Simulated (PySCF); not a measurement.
## Electronic structure of C8H14Si in real space

Input

```
{"job": {"kind": "nmr", "xc": "PBE0", "basis": "pcSseg-1"}, "charge": 0, "multiplicity": 1}
C     -0.995783     2.735177     0.961814
C     -0.687586     1.849414     0.034208
C     -0.658632     0.364278     0.255757
C     -1.633099    -0.329226    -0.712197
C     -1.716080    -1.827822    -0.451660
C      0.741404    -0.126975     0.061576
C      1.591069    -0.648938     0.957617
Si     2.994294    -0.876912    -0.274388
C      1.512196    -0.109321    -1.238745
H     -1.003526     3.793740     0.763103
H     -1.256268     2.439145     1.964979
H     -0.429373     2.170647    -0.966376
H     -0.965117     0.148865     1.286181
H     -2.622738     0.118983    -0.592008
H     -1.308312    -0.148976    -1.739172
H     -0.732603    -2.286054    -0.534628
H     -2.382769    -2.303176    -1.168290
H     -2.096355    -2.018597     0.549885
H      1.401079    -0.820881     2.005345
H      4.176654    -0.027507    -0.140028
H      3.358899    -2.240772    -0.658793
H      1.649746     0.892181    -1.643669
H      1.058147    -0.720289    -2.017744
```

Command:

```sh
OMP_NUM_THREADS=1 python probes_run.py task.json out
```

Geometry: GFN2-xTB.

The calculation used PBE0/pcSseg-1, SCF density, gas phase, non-relativistic (PySCF).

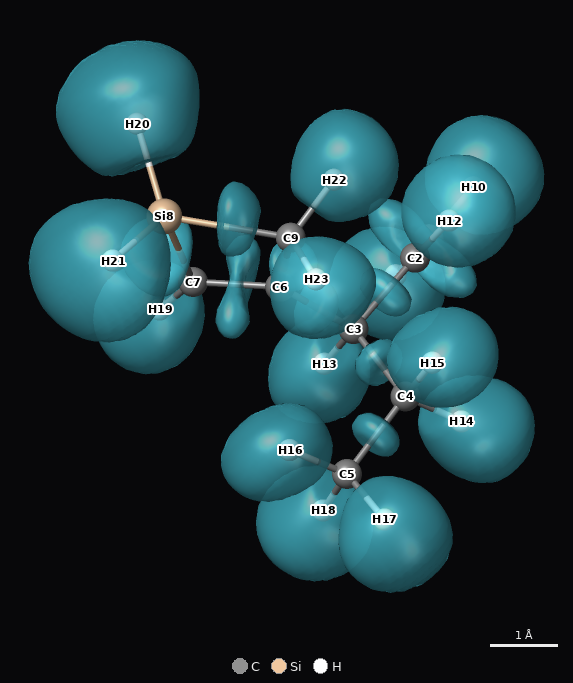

Figure 1. Isosurface of the electron localisation function at 0.85 (cyan), seen at an oblique angle. Only the valence region is drawn (cores and ρ < 0.01 e/Å³ removed).

Where are the electrons localised?

Answer. At this value the surface marks out seven regions between bonded C–C atoms (shared pairs), two regions between bonded C–Si atoms (shared pairs) and 14 regions around hydrogen nuclei. Along the contacts the grid gives the following. C–C (1.32 Å): the ELF peaks at about 0.90 between the atoms (a short, multiple covalent bond). C–Si (1.88 Å): the ELF peaks at about 0.95 between the atoms; a shared electron pair.

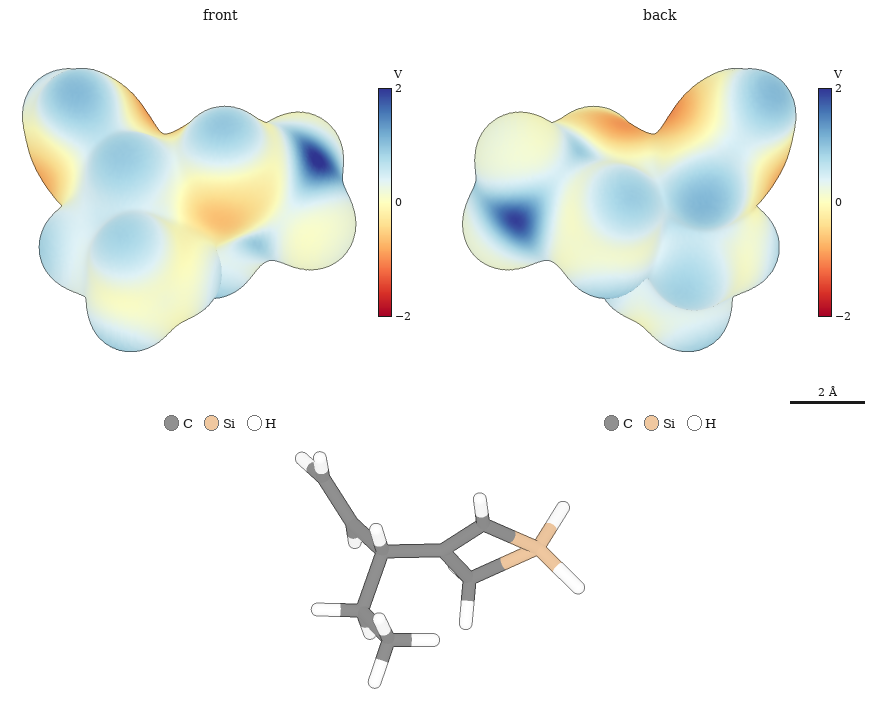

Figure 2. The electrostatic potential painted on the density surface at 0.004 e/bohr³, seen from the front and from behind; the colour scale runs from red (negative) to blue (positive). The bare structure is drawn below in the same view.

Describe the electrostatic potential map.

Answer. The most negative region (about −0.9 V) lies over the π face of C1, C2, C6 and C7, the most positive (about +1.8 V) over Si8.

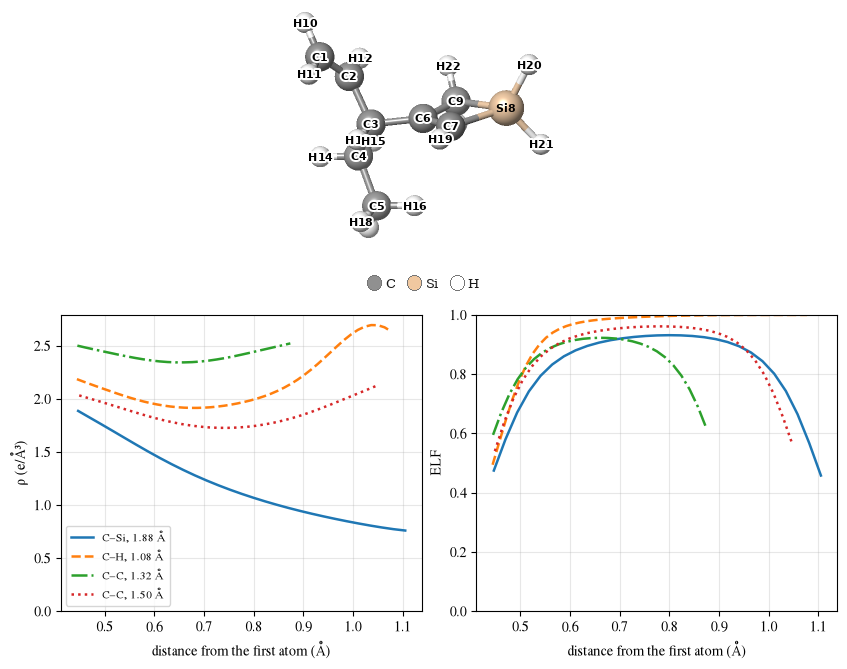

Figure 3. Electron density and electron localisation function along straight lines between neighbouring atoms. The curves leave out the atomic cores. The structure is drawn too.

What kind of bonding do the profiles show?

Answer. C–Si (1.88 Å): ρ at the midpoint is about 0.89 e/Å³; the ELF peaks at about 0.95 between the atoms; a covalent bond.
C–H (1.08 Å): ρ is about 2 e/Å³ halfway; the ELF climbs to about 1 towards the hydrogen, as it does in any bond to H (a covalent bond by its length).
C–C (1.32 Å): ρ is about 2.3 e/Å³ halfway; the ELF peaks at about 0.90 between the atoms; a multiple bond.
C–C (1.50 Å): ρ at the midpoint is about 1.7 e/Å³; the ELF peaks at about 0.95 between the atoms, as expected for a covalent bond.
